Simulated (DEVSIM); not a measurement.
Structure: Si p-i-n diode, at 300 K.

```csv
layer (left to right),material,thickness (μm),Nd (cm⁻³),Na (cm⁻³),τn (s),τp (s)
1,Si,0.790,-,1e19,0.00013,0.00013
2,Si,0.360,2.4e12,-,0.00013,3.9e-6
3,Si,0.640,1.5e17,-,0.00013,0.00013
```

Left contact: ohmic. Right contact: ohmic. Voltage is applied to the left contact. Recombination: SRH at mid-gap. Gap narrowing is on: ΔEg = 6.92 meV × (l + √(l² + 0.5)), l = ln(N/1.3e17 cm⁻³), shared equally by both band edges. Mobility is constant in doping.

Constants are typed, rounded textbook-type inputs, not results; the design itself was drawn at random and stands for no fabricated device. Values at 300 K.

```csv
parameter,Si
gap (eV),1.124
affinity (eV),4.05
permittivity,11.7
Nc (cm⁻³),2.86e19
Nv (cm⁻³),3.1e19
μn (cm²/Vs),1417
μp (cm²/Vs),470
```

Model (solved in DEVSIM): 1D drift-diffusion, Boltzmann statistics, complete ionisation; no tunnelling, impact ionisation, image-force lowering or self-heating.

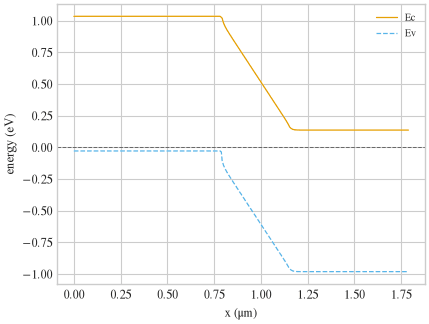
Fig. 1. Band edges at zero bias

Energies count from the Fermi level of the right contact; mesh points crowd at the junctions.

```json
[
 {"x (μm)": "0.000", "Ec (eV)": "1.034", "Ev (eV)": "-0.029", "n (cm⁻³)": "120", "p (cm⁻³)": "1.0e19", "field (V/cm)": "≈ 0"},
 {"x (μm)": "0.02350", "Ec (eV)": "1.034", "Ev (eV)": "-0.029", "n (cm⁻³)": "120", "p (cm⁻³)": "1.0e19", "field (V/cm)": "≈ 0"},
 {"x (μm)": "0.07223", "Ec (eV)": "1.034", "Ev (eV)": "-0.029", "n (cm⁻³)": "120", "p (cm⁻³)": "1.0e19", "field (V/cm)": "≈ 0"},
 {"x (μm)": "0.1620", "Ec (eV)": "1.034", "Ev (eV)": "-0.029", "n (cm⁻³)": "120", "p (cm⁻³)": "1.0e19", "field (V/cm)": "≈ 0"},
 {"x (μm)": "0.4260", "Ec (eV)": "1.034", "Ev (eV)": "-0.029", "n (cm⁻³)": "120", "p (cm⁻³)": "1.0e19", "field (V/cm)": "≈ 0"},
 {"x (μm)": "0.6124", "Ec (eV)": "1.034", "Ev (eV)": "-0.029", "n (cm⁻³)": "120", "p (cm⁻³)": "1.0e19", "field (V/cm)": "≈ 0"},
 {"x (μm)": "0.7136", "Ec (eV)": "1.034", "Ev (eV)": "-0.029", "n (cm⁻³)": "120", "p (cm⁻³)": "1.0e19", "field (V/cm)": "≈ 0"},
 {"x (μm)": "0.7733", "Ec (eV)": "1.034", "Ev (eV)": "-0.029", "n (cm⁻³)": "120", "p (cm⁻³)": "1.0e19", "field (V/cm)": "≈ 0"},
 {"x (μm)": "0.7931", "Ec (eV)": "1.020", "Ev (eV)": "-0.104", "n (cm⁻³)": "210", "p (cm⁻³)": "5.6e17", "field (V/cm)": "-71000"},
 {"x (μm)": "0.8206", "Ec (eV)": "0.923", "Ev (eV)": "-0.201", "n (cm⁻³)": "8900", "p (cm⁻³)": "1.3e16", "field (V/cm)": "-25000"},
 {"x (μm)": "0.8685", "Ec (eV)": "0.813", "Ev (eV)": "-0.311", "n (cm⁻³)": "630000", "p (cm⁻³)": "1.8e14", "field (V/cm)": "-23000"},
 {"x (μm)": "0.9973", "Ec (eV)": "0.523", "Ev (eV)": "-0.601", "n (cm⁻³)": "4.7e10", "p (cm⁻³)": "2.5e9", "field (V/cm)": "-23000"},
 {"x (μm)": "1.079", "Ec (eV)": "0.340", "Ev (eV)": "-0.784", "n (cm⁻³)": "5.6e13", "p (cm⁻³)": "2100000", "field (V/cm)": "-23000"},
 {"x (μm)": "1.125", "Ec (eV)": "0.234", "Ev (eV)": "-0.890", "n (cm⁻³)": "3.3e15", "p (cm⁻³)": "35000", "field (V/cm)": "-23000"},
 {"x (μm)": "1.154", "Ec (eV)": "0.160", "Ev (eV)": "-0.958", "n (cm⁻³)": "5.8e16", "p (cm⁻³)": "2500", "field (V/cm)": "-20000"},
 {"x (μm)": "1.181", "Ec (eV)": "0.138", "Ev (eV)": "-0.980", "n (cm⁻³)": "1.4e17", "p (cm⁻³)": "1100", "field (V/cm)": "-2000"},
 {"x (μm)": "1.237", "Ec (eV)": "0.136", "Ev (eV)": "-0.982", "n (cm⁻³)": "1.5e17", "p (cm⁻³)": "980", "field (V/cm)": "-11"},
 {"x (μm)": "1.339", "Ec (eV)": "0.136", "Ev (eV)": "-0.982", "n (cm⁻³)": "1.5e17", "p (cm⁻³)": "980", "field (V/cm)": "≈ 0"},
 {"x (μm)": "1.587", "Ec (eV)": "0.136", "Ev (eV)": "-0.982", "n (cm⁻³)": "1.5e17", "p (cm⁻³)": "980", "field (V/cm)": "≈ 0"},
 {"x (μm)": "1.696", "Ec (eV)": "0.136", "Ev (eV)": "-0.982", "n (cm⁻³)": "1.5e17", "p (cm⁻³)": "980", "field (V/cm)": "≈ 0"},
 {"x (μm)": "1.755", "Ec (eV)": "0.136", "Ev (eV)": "-0.982", "n (cm⁻³)": "1.5e17", "p (cm⁻³)": "980", "field (V/cm)": "≈ 0"},
 {"x (μm)": "1.790", "Ec (eV)": "0.136", "Ev (eV)": "-0.982", "n (cm⁻³)": "1.5e17", "p (cm⁻³)": "980", "field (V/cm)": "≈ 0"}
]
```
